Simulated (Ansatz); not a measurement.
Take CdTe in the zinc blende structure (space group F-43m, No. 216; a = 6.6180 Å) as the base.

Structures relaxed with Kohn–Sham DFT with the PBE functional, run in Ansatz (a first-principles code) with PAW and 420 eV plane waves, no spin-orbit coupling.

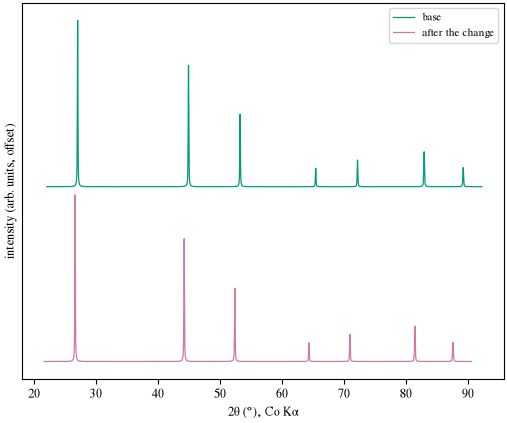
Fig. 1. Simulated powder patterns before (top) and after one change

Q: Which change produced these results?
(A) isotropic strain +2.00 %
(B) isotropic strain −1.00 %
(C) isotropic strain −2.00 %
(D) isotropic strain +1.50 %

A: D, isotropic strain +1.50 %. Its volume per atom is 37.89 Å³ against 36.23 Å³, and its space group is F-43m (No. 216).

Whether these cells are dynamically stable was not tested.
